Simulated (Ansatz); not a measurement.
## Run report: C$_{2}$H$_{10}$ClNOSi$_{2}$, molecular dynamics (part 1 of 3)

- system: C$_{2}$H$_{10}$ClNOSi$_{2}$
- method: RKS PBE0/STO-3G (Ansatz 0.2.0)

It belongs to a series of runs on one base structure; here: dynamics from the last frame of an earlier run. Figures and captions count atoms from 1; the log counts them from 0 in places.

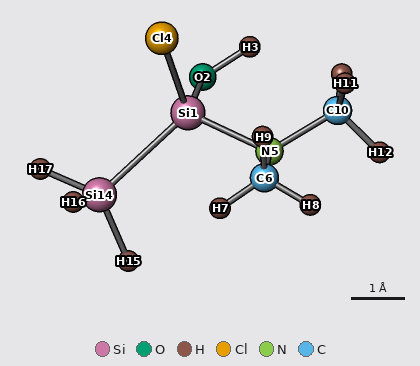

Figure 1. The starting structure (ball-and-stick view, seen at a tilt; atoms are numbered from 1 in the order of the input).

### Results in brief

| quantity | value |
| --- | --- |
| outcome | finished |
| mean temperature over the second half | 572 K |
| trajectory | 244 steps, 122 fs |
| ensemble | nve |
| temperature in the input | 700.0 K |
| time step | 0.5 fs |
| potential energy (last step) | −33645.0053 eV |
| mean-field energy (last step) | −33645.0053 eV |
| largest force (length of the vector) (last step) | 5.815 eV/Å |
| hardware | 1 thread of Arm Neoverse V2, 24 GiB of memory available, shared host |
| wall time | 21 min |
| peak memory | 0.16 GiB |

So short a trajectory is not equilibrated.

### Input file
```yaml
crystal:
  periodic: [false, false, false]
  atoms:
    - { symbol: Si, position_ang: [-0.081051, -0.124976, -0.173675] }
    - { symbol: O, position_ang: [0.773853, -0.12125, 1.292685] }
    - { symbol: H, position_ang: [1.178051, 0.855379, 1.454951] }
    - { symbol: Cl, position_ang: [1.158408, 0.095558, -1.893401] }
    - { symbol: "N", position_ang: [-1.159922, 1.366377, -0.267235] }
    - { symbol: C, position_ang: [-1.850443, 1.537481, -1.560529] }
    - { symbol: H, position_ang: [-2.292418, 0.647607, -1.856413] }
    - { symbol: H, position_ang: [-2.526762, 2.299553, -1.405958] }
    - { symbol: H, position_ang: [-1.185511, 1.850088, -2.312299] }
    - { symbol: C, position_ang: [-0.603672, 2.726228, 0.128374] }
    - { symbol: H, position_ang: [-0.266692, 3.218002, -0.794902] }
    - { symbol: H, position_ang: [-1.501537, 3.290935, 0.545159] }
    - { symbol: H, position_ang: [0.188142, 2.722743, 0.876464] }
    - { symbol: Si, position_ang: [-1.314944, -2.050955, -0.461221] }
    - { symbol: H, position_ang: [-2.557339, -1.933694, 0.344063] }
    - { symbol: H, position_ang: [-1.578747, -2.184335, -1.916652] }
    - { symbol: H, position_ang: [-0.515402, -3.236973, -0.039825] }
basis:
  gaussian: { orbitals: STO-3G }
hamiltonian:
  xc: pbe0
md:
  timestep: 0.5
  n_steps: 244
  ensemble: nve
  temperature: 700.0
  initial_velocities: maxwell_boltzmann
  seed: 977483
```

Launch command:
```bash
ansatz run input.yaml --threads 1 --pin off --max-ram 2048MiB --backend cpu --events-out ev --progress --plain --runs-dir out
```

### What the program printed
```
Engine: ansatz 0.2.0, aarch64-unknown-linux-gnu
Functional definition: PBE0
  parameter a = 0.25
  parameter kappa = 0.804
  parameter beta = 0.06672455060314922
  exchange = (1 - a)*pbe_x(kappa = kappa, mu = beta*pi^2/3) + a*exact_x
  correlation = pbe_c(beta = beta)
795 factors; integrals over basis functions are off by at most 1.1e-5 eV
mean field evaluation 1: about -33641.5644 eV, gradient 3.2e1 eV
mean field evaluation 2: about -33641.3440 eV, gradient 3.6e1 eV
mean field evaluation 4: about -33645.3613 eV, gradient 1.1e0 eV
mean field evaluation 8: about -33645.3255 eV, gradient 2.1e-2 eV
mean field -33645.32547857 eV, -1236.4429057168 hartree, gradient 5.6e-5 eV, S^2 0.000000; 0 other end points of the search recorded, 0 dependent functions left out
the calculation of the forces begins
reference -33645.32550063 eV, -1236.4429065275 hartree; 41, 41 occupied and 16, 16 virtual orbitals, 795 factors
md step     0: t =     0.00 fs  T =   700.0 K  F+E_penalty+E_count = -33645.32547857 eV  E_kin = 1.357230 eV  conserved = -33643.96824858 eV  (23 SCF iters)
these checks for a lower state are left out or cut short: starts, cluster_reference, orbital_swaps, neighbouring_geometries, increment
795 factors; integrals over basis functions are off by at most 1.1e-5 eV
mean field evaluation 16: about -33645.3150 eV, gradient 8.8e-3 eV
mean field -33645.27653976 eV, -1236.4411072487 hartree, gradient 2.4e-5 eV, S^2 0.000000; 0 other end points of the search recorded, 0 dependent functions left out
the calculation of the forces begins
reference -33645.27656186 eV, -1236.4411080610 hartree; 41, 41 occupied and 16, 16 virtual orbitals, 795 factors
md step     1: t =     0.50 fs  T =   675.3 K  F+E_penalty+E_count = -33645.27653976 eV  E_kin = 1.309261 eV  conserved = -33643.96727874 eV  (25 SCF iters)
[... from here on the SCF iterations and repeated set-up lines of each step are left out, up to the last step ...]
md step     2: t =     1.00 fs  T =   683.6 K  F+E_penalty+E_count = -33645.29438404 eV  E_kin = 1.325455 eV  conserved = -33643.96892946 eV  (26 SCF iters)
md step     3: t =     1.50 fs  T =   712.6 K  F+E_penalty+E_count = -33645.35386278 eV  E_kin = 1.381734 eV  conserved = -33643.97212927 eV  (26 SCF iters)
md step     4: t =     2.00 fs  T =   737.8 K  F+E_penalty+E_count = -33645.40559497 eV  E_kin = 1.430593 eV  conserved = -33643.97500242 eV  (25 SCF iters)
md step     5: t =     2.50 fs  T =   736.4 K  F+E_penalty+E_count = -33645.40399282 eV  E_kin = 1.427815 eV  conserved = -33643.97617784 eV  (26 SCF iters)
md step     6: t =     3.00 fs  T =   698.0 K  F+E_penalty+E_count = -33645.32871491 eV  E_kin = 1.353392 eV  conserved = -33643.97532309 eV  (26 SCF iters)
md step     7: t =     3.50 fs  T =   628.0 K  F+E_penalty+E_count = -33645.19062271 eV  E_kin = 1.217594 eV  conserved = -33643.97302823 eV  (25 SCF iters)
md step     8: t =     4.00 fs  T =   543.0 K  F+E_penalty+E_count = -33645.02327701 eV  E_kin = 1.052870 eV  conserved = -33643.97040740 eV  (25 SCF iters)
md step     9: t =     4.50 fs  T =   463.0 K  F+E_penalty+E_count = -33644.86621225 eV  E_kin = 0.897751 eV  conserved = -33643.96846102 eV  (26 SCF iters)
md step    10: t =     5.00 fs  T =   403.4 K  F+E_penalty+E_count = -33644.74967032 eV  E_kin = 0.782126 eV  conserved = -33643.96754417 eV  (26 SCF iters)
md step    11: t =     5.50 fs  T =   371.9 K  F+E_penalty+E_count = -33644.68854706 eV  E_kin = 0.721099 eV  conserved = -33643.96744826 eV  (26 SCF iters)
md step    12: t =     6.00 fs  T =   369.7 K  F+E_penalty+E_count = -33644.68471673 eV  E_kin = 0.716815 eV  conserved = -33643.96790166 eV  (27 SCF iters)
md step    13: t =     6.50 fs  T =   393.0 K  F+E_penalty+E_count = -33644.73090882 eV  E_kin = 0.762056 eV  conserved = -33643.96885299 eV  (27 SCF iters)
md step    14: t =     7.00 fs  T =   434.0 K  F+E_penalty+E_count = -33644.81189277 eV  E_kin = 0.841539 eV  conserved = -33643.97035417 eV  (26 SCF iters)
md step    15: t =     7.50 fs  T =   480.7 K  F+E_penalty+E_count = -33644.90439918 eV  E_kin = 0.932124 eV  conserved = -33643.97227487 eV  (25 SCF iters)
md step    16: t =     8.00 fs  T =   518.7 K  F+E_penalty+E_count = -33644.97979321 eV  E_kin = 1.005690 eV  conserved = -33643.97410295 eV  (26 SCF iters)
md step    17: t =     8.50 fs  T =   535.0 K  F+E_penalty+E_count = -33645.01229680 eV  E_kin = 1.037310 eV  conserved = -33643.97498650 eV  (24 SCF iters)
md step    18: t =     9.00 fs  T =   524.8 K  F+E_penalty+E_count = -33644.99175007 eV  E_kin = 1.017592 eV  conserved = -33643.97415821 eV  (27 SCF iters)
md step    19: t =     9.50 fs  T =   496.4 K  F+E_penalty+E_count = -33644.93417862 eV  E_kin = 0.962484 eV  conserved = -33643.97169418 eV  (27 SCF iters)
md step    20: t =    10.00 fs  T =   469.4 K  F+E_penalty+E_count = -33644.87916193 eV  E_kin = 0.910166 eV  conserved = -33643.96899544 eV  (27 SCF iters)
md step    21: t =    10.50 fs  T =   464.3 K  F+E_penalty+E_count = -33644.86825355 eV  E_kin = 0.900234 eV  conserved = -33643.96801918 eV  (26 SCF iters)
md step    22: t =    11.00 fs  T =   488.5 K  F+E_penalty+E_count = -33644.91655799 eV  E_kin = 0.947091 eV  conserved = -33643.96946726 eV  (25 SCF iters)
md step    23: t =    11.50 fs  T =   531.4 K  F+E_penalty+E_count = -33645.00244695 eV  E_kin = 1.030328 eV  conserved = -33643.97211930 eV  (25 SCF iters)
md step    24: t =    12.00 fs  T =   573.0 K  F+E_penalty+E_count = -33645.08503563 eV  E_kin = 1.110914 eV  conserved = -33643.97412197 eV  (26 SCF iters)
md step    25: t =    12.50 fs  T =   596.6 K  F+E_penalty+E_count = -33645.13132269 eV  E_kin = 1.156683 eV  conserved = -33643.97463940 eV  (25 SCF iters)
md step    26: t =    13.00 fs  T =   596.1 K  F+E_penalty+E_count = -33645.12976715 eV  E_kin = 1.155747 eV  conserved = -33643.97402030 eV  (25 SCF iters)
md step    27: t =    13.50 fs  T =   574.5 K  F+E_penalty+E_count = -33645.08675552 eV  E_kin = 1.113849 eV  conserved = -33643.97290666 eV  (26 SCF iters)
md step    28: t =    14.00 fs  T =   539.5 K  F+E_penalty+E_count = -33645.01774076 eV  E_kin = 1.046126 eV  conserved = -33643.97161467 eV  (27 SCF iters)
md step    29: t =    14.50 fs  T =   501.2 K  F+E_penalty+E_count = -33644.94209496 eV  E_kin = 0.971853 eV  conserved = -33643.97024153 eV  (26 SCF iters)
md step    30: t =    15.00 fs  T =   470.3 K  F+E_penalty+E_count = -33644.88093352 eV  E_kin = 0.911961 eV  conserved = -33643.96897289 eV  (27 SCF iters)
md step    31: t =    15.50 fs  T =   456.8 K  F+E_penalty+E_count = -33644.85387639 eV  E_kin = 0.885747 eV  conserved = -33643.96812978 eV  (26 SCF iters)
md step    32: t =    16.00 fs  T =   467.2 K  F+E_penalty+E_count = -33644.87396415 eV  E_kin = 0.905948 eV  conserved = -33643.96801571 eV  (27 SCF iters)
md step    33: t =    16.50 fs  T =   502.4 K  F+E_penalty+E_count = -33644.94287025 eV  E_kin = 0.974085 eV  conserved = -33643.96878503 eV  (26 SCF iters)
md step    34: t =    17.00 fs  T =   556.0 K  F+E_penalty+E_count = -33645.04847895 eV  E_kin = 1.078083 eV  conserved = -33643.97039631 eV  (27 SCF iters)
md step    35: t =    17.50 fs  T =   615.4 K  F+E_penalty+E_count = -33645.16572647 eV  E_kin = 1.193144 eV  conserved = -33643.97258222 eV  (27 SCF iters)
md step    36: t =    18.00 fs  T =   663.5 K  F+E_penalty+E_count = -33645.26120615 eV  E_kin = 1.286409 eV  conserved = -33643.97479725 eV  (23 SCF iters)
md step    37: t =    18.50 fs  T =   683.9 K  F+E_penalty+E_count = -33645.30218539 eV  E_kin = 1.325986 eV  conserved = -33643.97619901 eV  (27 SCF iters)
md step    38: t =    19.00 fs  T =   667.3 K  F+E_penalty+E_count = -33645.26976941 eV  E_kin = 1.293883 eV  conserved = -33643.97588629 eV  (27 SCF iters)
md step    39: t =    19.50 fs  T =   618.2 K  F+E_penalty+E_count = -33645.17208863 eV  E_kin = 1.198563 eV  conserved = -33643.97352599 eV  (26 SCF iters)
md step    40: t =    20.00 fs  T =   556.0 K  F+E_penalty+E_count = -33645.04800336 eV  E_kin = 1.077960 eV  conserved = -33643.97004301 eV  (26 SCF iters)
md step    41: t =    20.50 fs  T =   507.8 K  F+E_penalty+E_count = -33644.95206226 eV  E_kin = 0.984643 eV  conserved = -33643.96741905 eV  (26 SCF iters)
md step    42: t =    21.00 fs  T =   493.9 K  F+E_penalty+E_count = -33644.92479301 eV  E_kin = 0.957564 eV  conserved = -33643.96722861 eV  (27 SCF iters)
md step    43: t =    21.50 fs  T =   515.8 K  F+E_penalty+E_count = -33644.96936730 eV  E_kin = 1.000006 eV  conserved = -33643.96936157 eV  (26 SCF iters)
md step    44: t =    22.00 fs  T =   557.2 K  F+E_penalty+E_count = -33645.05273580 eV  E_kin = 1.080374 eV  conserved = -33643.97236180 eV  (25 SCF iters)
md step    45: t =    22.50 fs  T =   594.4 K  F+E_penalty+E_count = -33645.12709764 eV  E_kin = 1.152422 eV  conserved = -33643.97467534 eV  (25 SCF iters)
md step    46: t =    23.00 fs  T =   607.9 K  F+E_penalty+E_count = -33645.15407398 eV  E_kin = 1.178666 eV  conserved = -33643.97540765 eV  (25 SCF iters)
md step    47: t =    23.50 fs  T =   590.5 K  F+E_penalty+E_count = -33645.11935846 eV  E_kin = 1.144895 eV  conserved = -33643.97446395 eV  (25 SCF iters)
md step    48: t =    24.00 fs  T =   548.1 K  F+E_penalty+E_count = -33645.03512077 eV  E_kin = 1.062789 eV  conserved = -33643.97233211 eV  (25 SCF iters)
md step    49: t =    24.50 fs  T =   496.7 K  F+E_penalty+E_count = -33644.93291002 eV  E_kin = 0.963122 eV  conserved = -33643.96978791 eV  (26 SCF iters)
md step    50: t =    25.00 fs  T =   455.9 K  F+E_penalty+E_count = -33644.85164316 eV  E_kin = 0.884041 eV  conserved = -33643.96760208 eV  (26 SCF iters)
md step    51: t =    25.50 fs  T =   443.0 K  F+E_penalty+E_count = -33644.82531497 eV  E_kin = 0.858972 eV  conserved = -33643.96634308 eV  (27 SCF iters)
md step    52: t =    26.00 fs  T =   468.0 K  F+E_penalty+E_count = -33644.87368484 eV  E_kin = 0.907380 eV  conserved = -33643.96630530 eV  (27 SCF iters)
md step    53: t =    26.50 fs  T =   531.1 K  F+E_penalty+E_count = -33644.99728208 eV  E_kin = 1.029750 eV  conserved = -33643.96753257 eV  (26 SCF iters)
md step    54: t =    27.00 fs  T =   622.4 K  F+E_penalty+E_count = -33645.17660854 eV  E_kin = 1.206758 eV  conserved = -33643.96985102 eV  (24 SCF iters)
md step    55: t =    27.50 fs  T =   723.3 K  F+E_penalty+E_count = -33645.37515513 eV  E_kin = 1.402318 eV  conserved = -33643.97283722 eV  (26 SCF iters)
md step    56: t =    28.00 fs  T =   810.2 K  F+E_penalty+E_count = -33645.54663581 eV  E_kin = 1.570903 eV  conserved = -33643.97573318 eV  (25 SCF iters)
md step    57: t =    28.50 fs  T =   861.3 K  F+E_penalty+E_count = -33645.64738932 eV  E_kin = 1.669938 eV  conserved = -33643.97745120 eV  (25 SCF iters)
md step    58: t =    29.00 fs  T =   864.5 K  F+E_penalty+E_count = -33645.65319774 eV  E_kin = 1.676242 eV  conserved = -33643.97695570 eV  (25 SCF iters)
md step    59: t =    29.50 fs  T =   825.4 K  F+E_penalty+E_count = -33645.57437514 eV  E_kin = 1.600332 eV  conserved = -33643.97404295 eV  (25 SCF iters)
md step    60: t =    30.00 fs  T =   767.0 K  F+E_penalty+E_count = -33645.45727839 eV  E_kin = 1.487211 eV  conserved = -33643.97006696 eV  (25 SCF iters)
md step    61: t =    30.50 fs  T =   719.7 K  F+E_penalty+E_count = -33645.36292397 eV  E_kin = 1.395469 eV  conserved = -33643.96745512 eV  (25 SCF iters)
md step    62: t =    31.00 fs  T =   703.1 K  F+E_penalty+E_count = -33645.33099117 eV  E_kin = 1.363147 eV  conserved = -33643.96784423 eV  (26 SCF iters)
md step    63: t =    31.50 fs  T =   714.5 K  F+E_penalty+E_count = -33645.35596013 eV  E_kin = 1.385310 eV  conserved = -33643.97064986 eV  (26 SCF iters)
md step    64: t =    32.00 fs  T =   733.2 K  F+E_penalty+E_count = -33645.39533786 eV  E_kin = 1.421581 eV  conserved = -33643.97375673 eV  (27 SCF iters)
md step    65: t =    32.50 fs  T =   735.0 K  F+E_penalty+E_count = -33645.40055691 eV  E_kin = 1.425184 eV  conserved = -33643.97537272 eV  (27 SCF iters)
md step    66: t =    33.00 fs  T =   706.3 K  F+E_penalty+E_count = -33645.34439611 eV  E_kin = 1.369386 eV  conserved = -33643.97501050 eV  (27 SCF iters)
md step    67: t =    33.50 fs  T =   648.1 K  F+E_penalty+E_count = -33645.22972769 eV  E_kin = 1.256517 eV  conserved = -33643.97321077 eV  (27 SCF iters)
md step    68: t =    34.00 fs  T =   573.3 K  F+E_penalty+E_count = -33645.08235085 eV  E_kin = 1.111487 eV  conserved = -33643.97086370 eV  (26 SCF iters)
md step    69: t =    34.50 fs  T =   499.7 K  F+E_penalty+E_count = -33644.93761678 eV  E_kin = 0.968862 eV  conserved = -33643.96875450 eV  (27 SCF iters)
md step    70: t =    35.00 fs  T =   443.9 K  F+E_penalty+E_count = -33644.82807056 eV  E_kin = 0.860687 eV  conserved = -33643.96738328 eV  (27 SCF iters)
md step    71: t =    35.50 fs  T =   416.8 K  F+E_penalty+E_count = -33644.77516056 eV  E_kin = 0.808193 eV  conserved = -33643.96696724 eV  (27 SCF iters)
md step    72: t =    36.00 fs  T =   421.8 K  F+E_penalty+E_count = -33644.78542150 eV  E_kin = 0.817924 eV  conserved = -33643.96749726 eV  (26 SCF iters)
md step    73: t =    36.50 fs  T =   454.8 K  F+E_penalty+E_count = -33644.85053023 eV  E_kin = 0.881756 eV  conserved = -33643.96877434 eV  (23 SCF iters)
md step    74: t =    37.00 fs  T =   505.5 K  F+E_penalty+E_count = -33644.95053784 eV  E_kin = 0.980082 eV  conserved = -33643.97045590 eV  (27 SCF iters)
md step    75: t =    37.50 fs  T =   560.8 K  F+E_penalty+E_count = -33645.05952096 eV  E_kin = 1.087425 eV  conserved = -33643.97209623 eV  (27 SCF iters)
md step    76: t =    38.00 fs  T =   608.2 K  F+E_penalty+E_count = -33645.15259451 eV  E_kin = 1.179294 eV  conserved = -33643.97330093 eV  (27 SCF iters)
md step    77: t =    38.50 fs  T =   638.7 K  F+E_penalty+E_count = -33645.21226562 eV  E_kin = 1.238459 eV  conserved = -33643.97380684 eV  (25 SCF iters)
md step    78: t =    39.00 fs  T =   649.4 K  F+E_penalty+E_count = -33645.23266027 eV  E_kin = 1.259203 eV  conserved = -33643.97345728 eV  (27 SCF iters)
md step    79: t =    39.50 fs  T =   644.4 K  F+E_penalty+E_count = -33645.22172249 eV  E_kin = 1.249518 eV  conserved = -33643.97220481 eV  (27 SCF iters)
md step    80: t =    40.00 fs  T =   634.7 K  F+E_penalty+E_count = -33645.20096186 eV  E_kin = 1.230535 eV  conserved = -33643.97042711 eV  (27 SCF iters)
md step    81: t =    40.50 fs  T =   634.1 K  F+E_penalty+E_count = -33645.19858836 eV  E_kin = 1.229454 eV  conserved = -33643.96913414 eV  (26 SCF iters)
md step    82: t =    41.00 fs  T =   652.2 K  F+E_penalty+E_count = -33645.23389248 eV  E_kin = 1.264487 eV  conserved = -33643.96940573 eV  (26 SCF iters)
md step    83: t =    41.50 fs  T =   686.3 K  F+E_penalty+E_count = -33645.30192221 eV  E_kin = 1.330647 eV  conserved = -33643.97127563 eV  (25 SCF iters)
md step    84: t =    42.00 fs  T =   722.0 K  F+E_penalty+E_count = -33645.37340548 eV  E_kin = 1.399831 eV  conserved = -33643.97357428 eV  (25 SCF iters)
md step    85: t =    42.50 fs  T =   741.2 K  F+E_penalty+E_count = -33645.41203436 eV  E_kin = 1.437121 eV  conserved = -33643.97491296 eV  (25 SCF iters)
md step    86: t =    43.00 fs  T =   732.7 K  F+E_penalty+E_count = -33645.39529684 eV  E_kin = 1.420625 eV  conserved = -33643.97467184 eV  (25 SCF iters)
md step    87: t =    43.50 fs  T =   696.9 K  F+E_penalty+E_count = -33645.32444039 eV  E_kin = 1.351267 eV  conserved = -33643.97317383 eV  (26 SCF iters)
md step    88: t =    44.00 fs  T =   644.3 K  F+E_penalty+E_count = -33645.22039716 eV  E_kin = 1.249164 eV  conserved = -33643.97123285 eV  (25 SCF iters)
md step    89: t =    44.50 fs  T =   589.1 K  F+E_penalty+E_count = -33645.11183111 eV  E_kin = 1.142208 eV  conserved = -33643.96962353 eV  (26 SCF iters)
md step    90: t =    45.00 fs  T =   543.9 K  F+E_penalty+E_count = -33645.02330948 eV  E_kin = 1.054553 eV  conserved = -33643.96875625 eV  (27 SCF iters)
md step    91: t =    45.50 fs  T =   515.8 K  F+E_penalty+E_count = -33644.96874017 eV  E_kin = 1.000123 eV  conserved = -33643.96861701 eV  (23 SCF iters)
md step    92: t =    46.00 fs  T =   506.6 K  F+E_penalty+E_count = -33644.95119082 eV  E_kin = 0.982268 eV  conserved = -33643.96892280 eV  (26 SCF iters)
md step    93: t =    46.50 fs  T =   514.4 K  F+E_penalty+E_count = -33644.96676516 eV  E_kin = 0.997345 eV  conserved = -33643.96942045 eV  (27 SCF iters)
md step    94: t =    47.00 fs  T =   535.3 K  F+E_penalty+E_count = -33645.00810751 eV  E_kin = 1.037960 eV  conserved = -33643.97014799 eV  (27 SCF iters)
md step    95: t =    47.50 fs  T =   563.4 K  F+E_penalty+E_count = -33645.06382364 eV  E_kin = 1.092422 eV  conserved = -33643.97140181 eV  (26 SCF iters)
md step    96: t =    48.00 fs  T =   588.7 K  F+E_penalty+E_count = -33645.11473790 eV  E_kin = 1.141501 eV  conserved = -33643.97323671 eV  (27 SCF iters)
md step    97: t =    48.50 fs  T =   597.8 K  F+E_penalty+E_count = -33645.13398345 eV  E_kin = 1.158990 eV  conserved = -33643.97499336 eV  (26 SCF iters)
md step    98: t =    49.00 fs  T =   578.6 K  F+E_penalty+E_count = -33645.09734172 eV  E_kin = 1.121842 eV  conserved = -33643.97549997 eV  (27 SCF iters)
md step    99: t =    49.50 fs  T =   529.4 K  F+E_penalty+E_count = -33645.00039102 eV  E_kin = 1.026400 eV  conserved = -33643.97399136 eV  (26 SCF iters)
```
